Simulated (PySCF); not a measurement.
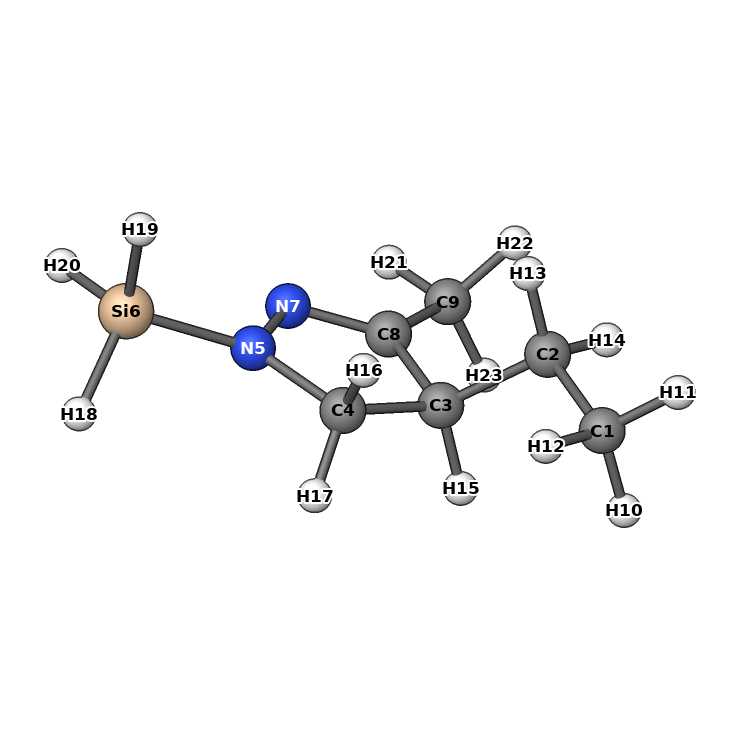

The questions are on Mulliken charges. The computed structure is the end point of a GFN2-xTB optimisation. No frequency run is at hand to confirm it as a minimum. Method: PBE0/pcSseg-1, gas phase (PySCF 2.14.0).

List the Mulliken charges.

```
atom  value (e)
  C1      −0.25
  C2      −0.22
  C3      −0.43
  C4       0.18
  N5      −0.63
 Si6       0.65
  N7      −0.19
  C8       0.05
  C9      −0.17
 H10       0.11
 H11       0.12
 H12       0.11
 H13       0.12
 H14       0.13
 H15       0.13
 H16       0.12
 H17       0.13
 H18      −0.12
 H19      −0.12
 H20      −0.09
 H21       0.13
 H22       0.13
 H23       0.12
```

Mulliken values depend strongly on the basis set and can even reverse the polarity of a bond. The geometry is semi-empirical. Around Si such bond lengths and angles can be off by a tenth of an ångström or more and by several degrees, and values that hang on the shape move with them.
